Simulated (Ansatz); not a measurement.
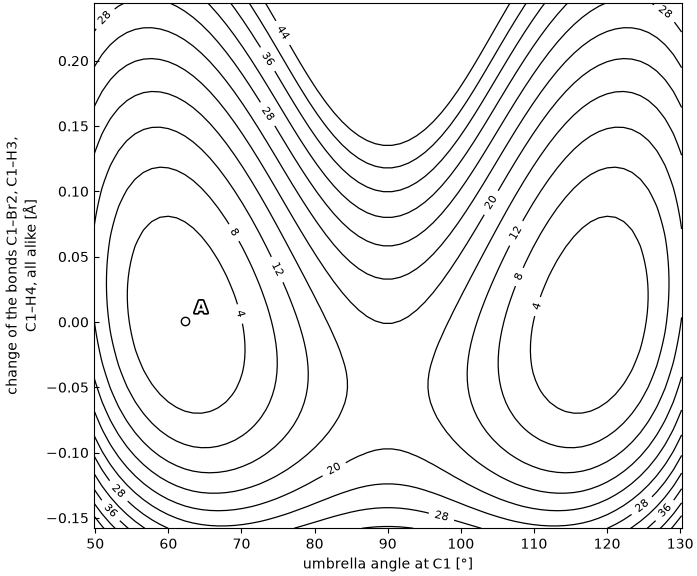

CH₂Br, SMILES [CH2-]Br, charge −1. The first coordinate is: umbrella angle at C1 (between each of its bonds and their common axis; 90 is planar); the second: change of the bonds C1–Br2, C1–H3, C1–H4, all alike. Nothing is relaxed (all other coordinates rigid). The scan uses a 13 × 13 grid; 91 points were computed and 78 follow by symmetry. Points are written as (first, second). Energies: kcal/mol, counted from the relaxed molecule at the same level. The calculation used RKS PBE0-D4/def2-TZVPD in Ansatz 0.2.0.

In the figure: contour lines labelled in kcal/mol (none above 44), the point A. Between grid points the surface is interpolated.

Find the lowest pass out of the well at A.

Answer. The easiest path leads from the well at about (62°, 0.00 Å) to a well of about the same depth at about (118°, 0.00 Å). Its highest point lies about 18 kcal/mol above the bottom of the first well on the interpolated surface, at (90.0°, −0.057 Å). The start is the relaxed structure and all else is held, so a fully relaxed path at this level can only be lower.

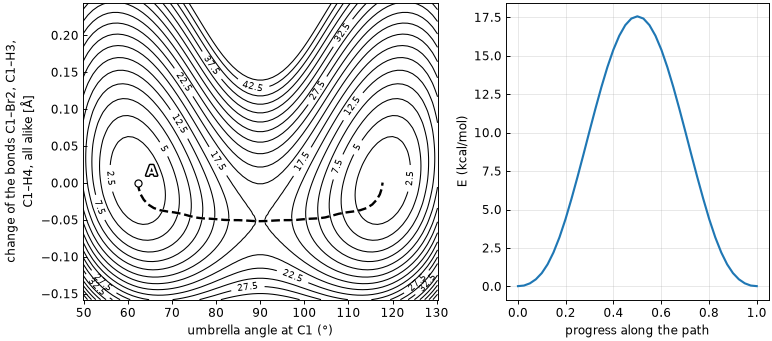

The picture shows contour lines labelled in kcal/mol (none above 45), a line along the lowest path, the energy along the path at the right. Between grid points the surface is interpolated.
